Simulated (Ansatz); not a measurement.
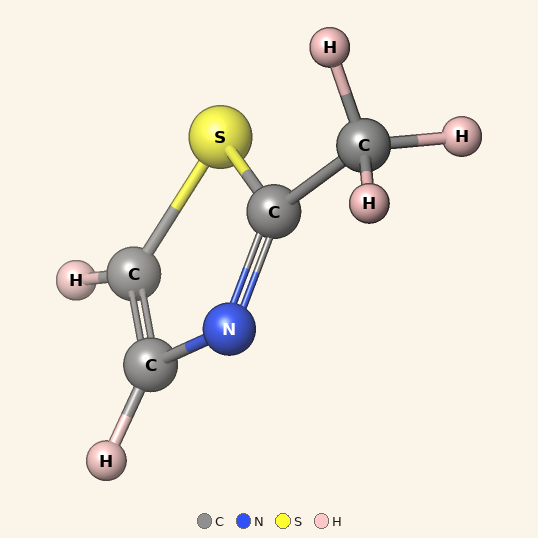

Orthographic view. Distant atoms are faded towards the background colour. Computed geometry: PBE0-D4/def2-TZVP optimisation.

**Give the standard InChI.**

InChI=1S/C4H5NS/c1-4-5-2-3-6-4/h2-3H,1H3
